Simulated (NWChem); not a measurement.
# One shape, several levels: C5H10 (3-methyl-1-butene)

Wanted: a comparison of 4 runs (HF/STO-3G, HF/3-21G, B3LYP/6-31G*) of C5H10 (3-methyl-1-butene). 

The results are computed with NWChem 7.3.0.

**1. Starting point**

C5H10: 15 atoms, total charge 0, spin state singlet. SMILES: `C=CC(C)C`. The coordinates come from a PBE0-D4/def2-TZVP relaxation. This is one conformer, not always the lowest.

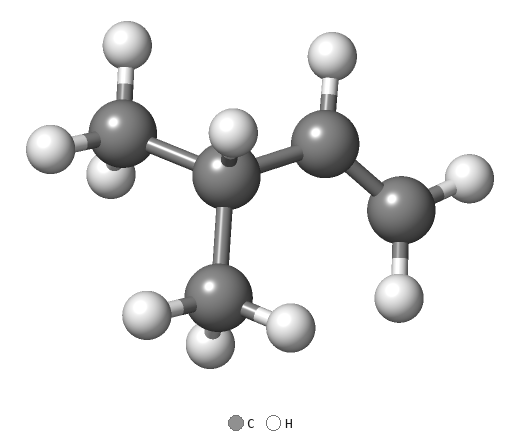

The structure, seen from a chosen angle (carbon grey, hydrogen white).

**2. Energy and forces at HF/STO-3G (run 1)**

The input, c5h10.nw:

```
start c5h10
title "C5H10 hf"
memory 2200 mb

geometry units atomic noautosym nocenter noautoz
   C     -3.11918194     1.15556753     2.13784716
   C     -1.04010526    -0.24131803     2.08380100
   C      1.08054540    -0.06746322     0.21467289
   C      1.49212775    -2.63333335    -1.04407368
   C      0.73963881     2.00235380    -1.74270543
   H     -4.55291715     0.86114819     3.57025957
   H     -3.47482840     2.63938048     0.77006340
   H     -0.80672408    -1.70547783     3.51205600
   H      2.79717261     0.35753618     1.30655664
   H      1.78427941    -4.12224857     0.35678029
   H      3.14393735    -2.59024760    -2.28278916
   H     -0.15212295    -3.15149626    -2.18338956
   H      0.52987921     3.85768691    -0.86284895
   H     -0.93390265     1.65388830    -2.90488700
   H      2.37255115     2.07813182    -3.00296378
end

basis spherical bse
   C library STO-3G
   H library STO-3G
end

scf
   nopen 0
   rhf
   thresh 1e-08
   maxiter 80
   print low
end

task scf gradient
```

Started as:

```sh
nwchem c5h10.nw > c5h10.out
```

Output:

```text
[...]
  functions       =    35
[...]
  wavefunction    = RHF
[...]
         Total SCF energy =   -192.816116113566
      One-electron energy =   -612.108661880033
      Two-electron energy =    241.659868488411
 Nuclear repulsion energy =    177.632677278055
        Time for solution =      2.5s
[...]
                         RHF ENERGY GRADIENTS
    atom               coordinates                        gradient
                 x          y          z           x          y          z
   1 C      -3.119182   1.155568   2.137847   -0.022127   0.013908   0.001492
   2 C      -1.040105  -0.241318   2.083801    0.045014  -0.011861  -0.019266
   3 C       1.080545  -0.067463   0.214673   -0.025968  -0.002242  -0.011410
   4 C       1.492128  -2.633333  -1.044074   -0.001964   0.021447   0.012783
   5 C       0.739639   2.002354  -1.742705    0.004494  -0.018589   0.020782
   6 H      -4.552917   0.861148   3.570260   -0.001369  -0.001660   0.002411
   7 H      -3.474828   2.639380   0.770063    0.001364   0.003040  -0.004082
   8 H      -0.806724  -1.705478   3.512056   -0.000649  -0.002856   0.002833
   9 H       2.797173   0.357536   1.306557    0.003875   0.000598   0.004182
  10 H       1.784279  -4.122249   0.356780    0.000670  -0.005432   0.003175
  11 H       3.143937  -2.590248  -2.282789    0.004928  -0.000317  -0.003503
[...]
```

Wall time 3.6 s (1 thread of Intel Xeon 6975P-C (Granite Rapids), shared host); peak memory 0.094 GiB.

**3. Energy and gradient at HF/3-21G (run 2)**

The input, run.py:

```python
from ase import Atoms
from ase.calculators.nwchem import NWChem

mol = Atoms(['C', 'C', 'C', 'C', 'C', 'H', 'H', 'H', 'H', 'H', 'H', 'H', 'H', 'H', 'H'], positions=[
    [-1.650600, 0.611500, 1.131300],
    [-0.550400, -0.127700, 1.102700],
    [0.571800, -0.035700, 0.113600],
    [0.789600, -1.393500, -0.552500],
    [0.391400, 1.059600, -0.922200],
    [-2.409300, 0.455700, 1.889300],
    [-1.838800, 1.396700, 0.407500],
    [-0.426900, -0.902500, 1.858500],
    [1.480200, 0.189200, 0.691400],
    [0.944200, -2.181400, 0.188800],
    [1.663700, -1.370700, -1.208000],
    [-0.080500, -1.667700, -1.155400],
    [0.280400, 2.041400, -0.456600],
    [-0.494200, 0.875200, -1.537200],
    [1.255500, 1.099700, -1.589100],
])

calc = NWChem(
    label='input',
    theory='scf',
    memory='2200 mb',
    basis='3-21G',
    basispar='spherical bse',
    scf={'nopen': '0', 'rhf': None, 'thresh': '1e-08', 'maxiter': '80'},
)
mol.calc = calc

forces = mol.get_forces()
print(f"energy = {mol.get_potential_energy():.6f} eV")
print("forces (eV/A):")
for s, f in zip(mol.symbols, forces):
    print(f"{s:2s} {f[0]:10.5f} {f[1]:10.5f} {f[2]:10.5f}")
print("dipole (e A):", mol.get_dipole_moment().round(4))
```

Started as:

```sh
export ASE_NWCHEM_COMMAND="nwchem PREFIX.nwi > PREFIX.nwo"
python run.py
```

Output:

```text
energy = -5280.676399 eV
forces (eV/A):
C     0.20651   -0.11020   -0.03954
C    -0.91778   -0.01697    0.53438
C     0.78701    0.18332    0.61979
C     0.01275   -0.72629   -0.44974
C    -0.15725    0.57408   -0.64900
H     0.26169    0.08942   -0.29593
H     0.01702   -0.32447    0.34077
H    -0.01702    0.31820   -0.29573
H    -0.27027   -0.04335   -0.20831
H    -0.02386    0.22081   -0.17283
H    -0.22086    0.00566    0.18075
H     0.22153    0.10048    0.17226
H     0.05795   -0.27408   -0.10284
H     0.24276    0.01800    0.18203
H    -0.20013   -0.01460    0.18404
dipole (e A): [ 0.0616 -0.0243 -0.0227]
```

The calculator wrote input.nwi:

```
title "input"

permanent_dir input

scratch_dir input

start input

geometry units angstrom nocenter noautosym noautoz
  C  -1.6506000000000001e+00 6.1150000000000004e-01 1.1313000000000000e+00
  C  -5.5040000000000000e-01 -1.2770000000000001e-01 1.1027000000000000e+00
  C  5.7179999999999997e-01 -3.5700000000000003e-02 1.1360000000000001e-01
  C  7.8959999999999997e-01 -1.3935000000000000e+00 -5.5249999999999999e-01
  C  3.9140000000000003e-01 1.0596000000000001e+00 -9.2220000000000002e-01
  H  -2.4093000000000000e+00 4.5569999999999999e-01 1.8893000000000000e+00
  H  -1.8388000000000000e+00 1.3967000000000001e+00 4.0749999999999997e-01
  H  -4.2690000000000000e-01 -9.0249999999999997e-01 1.8585000000000000e+00
  H  1.4802000000000000e+00 1.8920000000000001e-01 6.9140000000000001e-01
  H  9.4420000000000004e-01 -2.1814000000000000e+00 1.8880000000000000e-01
  H  1.6637000000000000e+00 -1.3707000000000000e+00 -1.2080000000000000e+00
  H  -8.0500000000000002e-02 -1.6677000000000000e+00 -1.1554000000000000e+00
  H  2.8039999999999998e-01 2.0413999999999999e+00 -4.5660000000000001e-01
  H  -4.9419999999999997e-01 8.7519999999999998e-01 -1.5371999999999999e+00
  H  1.2555000000000001e+00 1.0996999999999999e+00 -1.5891000000000000e+00
end

memory 2200 mb

basis spherical bse noprint
   * library 3-21G
end

scf
  nopen 0
  rhf
  thresh 1e-08
  maxiter 80
end

task scf gradient
```

input.nwo:

```text
Northwest Computational Chemistry Package (NWChem) 7.3.0
             --------------------------------------------------------

           Job information
           ---------------

    nwchem branch   = 7.3.0
    use scalapack   = T
    input           = input.nwi
    prefix          = input.
    data base       = input/input.db
    status          = startup
    nproc           =        1

           Memory information
           ------------------

    heap     =     72089596 doubles =      550.0 Mbytes
    stack    =     72089601 doubles =      550.0 Mbytes
    global   =    144179200 doubles =     1100.0 Mbytes (distinct from heap & stack)
    total    =    288358397 doubles =     2200.0 Mbytes
    verify   = yes
    hardfail = no

[... 144 lines left out ...]
 Convergence threshold     :          1.000E-08
[... 12 lines left out ...]
       Final RHF  results
[... 3 lines left out ...]
      One-electron energy =   -612.080641424595
[... 1 line left out ...]
 Nuclear repulsion energy =    177.632690026607
[... 38 lines left out ...]
                       ROHF Final Molecular Orbital Analysis
[... 256 lines left out ...]
                         RHF ENERGY GRADIENTS

    atom               coordinates                        gradient
                 x          y          z           x          y          z
   1 C      -3.119182   1.155567   2.137847   -0.004016   0.002143   0.000769
   2 C      -1.040105  -0.241318   2.083801    0.017848   0.000330  -0.010392
   3 C       1.080545  -0.067463   0.214673   -0.015305  -0.003565  -0.012053
[... 11 lines of this table left out ...]
  15 H       2.372551   2.078132  -3.002964    0.003892   0.000284  -0.003579

                 ----------------------------------------
                 |  Time  |  1-e(secs)   |  2-e(secs)   |
                 ----------------------------------------
                 |  CPU   |       0.00   |       0.34   |
                 ----------------------------------------
                 |  WALL  |       0.00   |       0.34   |
                 ----------------------------------------

 Task  times  cpu:        3.5s     wall:        3.5s
 Total times  cpu:        3.5s     wall:        3.5s
```

Run time: 4.5 s. Hardware: 1 thread of Intel Xeon 6975P-C (Granite Rapids), shared host; peak memory 0.096 GiB.

Run 3 isn't shown in full; the table further down has it.

**4. Energy and forces at B3LYP/6-31G(d) (Cartesian functions) (run 4)**

The input, geom.nw:

```
start geom
memory 2200 mb
geometry units bohr noautosym nocenter noautoz
   C     -3.11918194     1.15556753     2.13784716
   C     -1.04010526    -0.24131803     2.08380100
   C      1.08054540    -0.06746322     0.21467289
   C      1.49212775    -2.63333335    -1.04407368
   C      0.73963881     2.00235380    -1.74270543
   H     -4.55291715     0.86114819     3.57025957
   H     -3.47482840     2.63938048     0.77006340
   H     -0.80672408    -1.70547783     3.51205600
   H      2.79717261     0.35753618     1.30655664
   H      1.78427941    -4.12224857     0.35678029
   H      3.14393735    -2.59024760    -2.28278916
   H     -0.15212295    -3.15149626    -2.18338956
   H      0.52987921     3.85768691    -0.86284895
   H     -0.93390265     1.65388830    -2.90488700
   H      2.37255115     2.07813182    -3.00296378
end
basis
   * library 6-31G*
end
dft
   xc b3lyp
   grid fine
   convergence energy 1e-08
   iterations 100
   mulliken
end
task dft gradient
```

Started as:

```sh
nwchem geom.nw > geom.out
```

Output:

```text
[...]
          Wavefunction type:  closed shell.
          No. of atoms     :    15
          No. of electrons :    40
[...]
          Charge           :     0
          Spin multiplicity:     1
[...]
          AO basis - number of functions:    95
[...]
              XC Information
              --------------
                         B3LYP Method XC Potential
                     Hartree-Fock (Exact) Exchange  0.200
                        Slater Exchange Functional  0.800 local
                    Becke 1988 Exchange Functional  0.720 non-local
              Lee-Yang-Parr Correlation Functional  0.810
                  VWN I RPA Correlation Functional  0.190 local
[...]
 d= 0,ls=0.0,diis     1   -196.4820249125 -3.74D+02  6.71D-03  5.34D-01     2.6
[...]
 d= 0,ls=0.0,diis     8   -196.5338429038  6.66D-09  3.79D-06  2.40D-07    17.9
         Total DFT energy =     -196.533842903768
      One electron energy =     -614.386964408580
           Coulomb energy =      271.097168342551
    Exchange-Corr. energy =      -30.876724115795
 Nuclear repulsion energy =      177.632677278055
[...]
  wavefunction    = closed shell
                         DFT ENERGY GRADIENTS
    atom               coordinates                        gradient
                 x          y          z           x          y          z
   1 C      -3.119182   1.155568   2.137847    0.006369  -0.003821  -0.000515
   2 C      -1.040105  -0.241318   2.083801   -0.001732   0.003961  -0.003414
   3 C       1.080545  -0.067463   0.214673   -0.003338  -0.000505  -0.002896
   4 C       1.492128  -2.633333  -1.044074   -0.000939   0.003783   0.002119
   5 C       0.739639   2.002354  -1.742705   -0.000110  -0.003531   0.003529
   6 H      -4.552917   0.861148   3.570260    0.002025  -0.000380  -0.001146
   7 H      -3.474828   2.639380   0.770063    0.001177  -0.001271   0.000391
   8 H      -0.806724  -1.705478   3.512056   -0.000387   0.001337  -0.001422
   9 H       2.797173   0.357536   1.306557   -0.002268  -0.000507  -0.000683
  10 H       1.784279  -4.122249   0.356780   -0.000456   0.002095  -0.001295
  11 H       3.143937  -2.590248  -2.282789   -0.001913   0.000472   0.001534
[...]
```

It took 22 s on 1 thread of Intel Xeon 6975P-C (Granite Rapids), shared host; peak memory 0.12 GiB.

**5. All runs side by side**

```
run                               level  iteration cap  module  energy (Eh)  largest force (eV/Å)  wall time
  1                           HF/STO-3G             80     scf  -192.816116                 2.591      3.6 s
  2                            HF/3-21G             80     scf  -194.061280                 1.062      4.5 s
  3  B3LYP/6-31G* (spherical functions)            100     dft  -196.530140                 0.403       21 s
  4  B3LYP/6-31G* (Cartesian functions)            100     dft  -196.533843                 0.383       22 s
```

**6. Outcome**

| quantity | value |
| --- | --- |
| run 4: total energy | -196.53384 Eh |
| run 4: dipole moment | 0.37 D |
| run 4: HOMO energy | -6.80 eV |
| run 4: LUMO energy | 0.80 eV |
| run 4: HOMO–LUMO gap | 7.61 eV |
| run 4: largest force on an atom | 0.383 eV/Å |

Over runs 2, 3, 4 the dipole moment (its size) runs from 0.34 D (HF/3-21G) to 0.37 D (B3LYP/6-31G*). The two ends differ in method and basis. Over runs 2, 3, 4 the HOMO–LUMO gap runs from 7.61 eV (B3LYP/6-31G*) to 14.90 eV (HF/3-21G). In run 1 the basis is minimal, so the values are rough. All runs together took 52 s, the longest 22 s.
